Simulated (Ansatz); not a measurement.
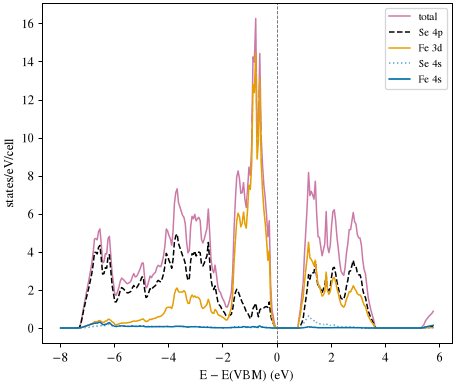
Fig. 1. Total and projected density of states of FeSe₂ in space group Pnnm (No. 58; Fe on 2a, Se on 4g), r²SCAN (plane waves, PAW; program Ansatz)

### Question
Which orbitals carry the states next to the gap?

### Answer
Top 1 eV of the valence band: Fe 3d 86 %, Se 4p 11 %. Bottom 1 eV of the conduction band: Fe 3d 52 %, Se 4p 39 %, Se 4s 6 %. Projections are on Löwdin-orthogonalised atomic valence shells; empty p or d shells of many metals are not among them.

### Question
Where is the tallest occupied peak in this window, and what makes it?

### Answer
Near -0.8 eV, about 16 states/eV per cell; the largest projected share is Fe 3d.

The first step of the workflow began from a Materials Project structure, measured or hypothetical; the Crystallography Open Database files this formula in space group No. 58, but the cells were not matched. Whether it is the stable phase at ambient conditions was not checked. Symmetry was held in the r²SCAN relaxation; whether a distortion lowers the energy is not shown. The run is not spin-polarised. Scalar-relativistic: spin–orbit coupling is off unless named, which matters more the heavier the elements.

Potentials: the later of the program's two PAW sets.
